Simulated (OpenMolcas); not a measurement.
**Exact exchange and the HOMO–LUMO gap of CH5AlO**

The species is CH5AlO (8 atoms), meant as a singlet with charge 0. SMILES: `[CH3][AlH][OH]`. Geometry: relaxed at PBE0-D4/def2-TZVP. This is one conformer, not always the lowest.

The HOMO–LUMO gap y, in eV, basis aug-cc-pVDZ; a is the functional's share of exact exchange. Programs: OpenMolcas 26.06.

```
functional     program     a  y (eV)
      TPSS  OpenMolcas     0    5.70
       PBE  OpenMolcas     0    5.37
     B3LYP  OpenMolcas   0.2       ?
      PBE0  OpenMolcas  0.25    7.39
     BHLYP  OpenMolcas   0.5    9.20
```

Fit y = c + s·a to the known rows and predict B3LYP.


1. Means of the 4 rows: a = 0.1875, y = 6.915.
2. Σ(Δa)² = 0.17188, Σ(Δa·Δy) = 1.2612, so the slope is 1.2612/0.17188 = 7.3377.
3. Intercept: 6.915 − (7.3377) × 0.1875 = 5.539. The largest residual of the fit is 0.17.
4. B3LYP: 5.539 + (7.3377) × 0.2 = 7.01 eV.

The run gave 6.97 eV, so the prediction is off by +0.04 eV, within the largest residual. Exact exchange lowers occupied levels and raises empty ones. The rows mix families of semi-local functionals, which the line can't see.

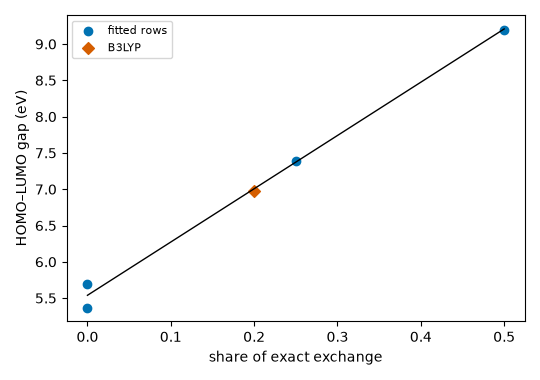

The fitted line, with the withheld row.
